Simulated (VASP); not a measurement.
Band structure of CuZn (space group Pm-3m). These are PBE GGA, VASP's PBE PAW potentials (set 64) (plane waves; VASP) values and carry that method's errors.

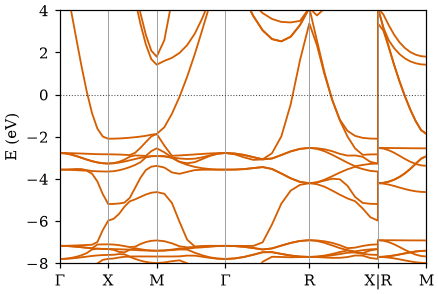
Bands along high-symmetry lines, zero at the valence-band maximum or, without a gap, the Fermi level

Task: Read the plot: is there a gap, and where are the band edges?

Result: It has no gap at this level: it comes out as a metal or semimetal.

The structure is a typed CuZn crystal. The cell was not relaxed at this level. The electron count is odd and the run is not spin-polarised, which forces a metal.
